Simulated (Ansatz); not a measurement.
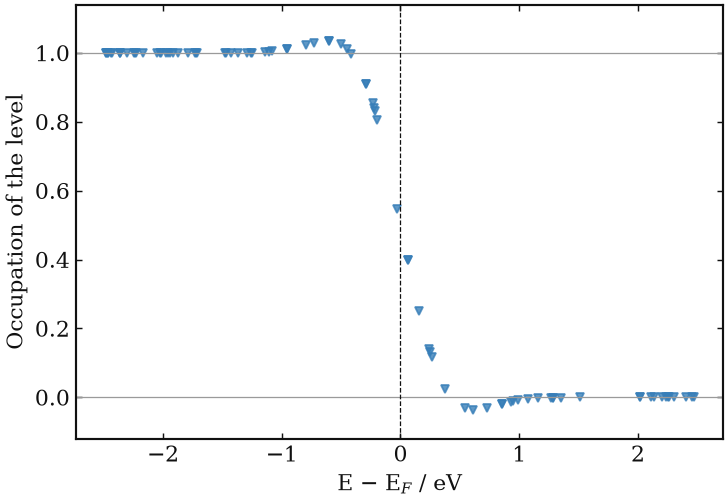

Occupations of the one-electron levels of the k mesh against their energy, from a run on MgGeSb₂, space group P-4m2 (No. 115), 4 atoms in the cell, with Ansatz.

Which smearing scheme was used (Fermi-Dirac, Gaussian, Methfessel-Paxton or cold), and about what width?

Answer. Methfessel-Paxton smearing with a width of 0.5 eV. The occupations overshoot on both sides, up to 1.035 below the Fermi level and down to −0.035 above it; for the first-order scheme these extremes (±0.035) lie 1.22 widths, here 0.61 eV, from the Fermi level.

Is that width safe?

Answer. It is wide: energies, forces and moments pick up smearing errors, and small gaps get partly filled, so it should be reduced or extrapolated to zero width.
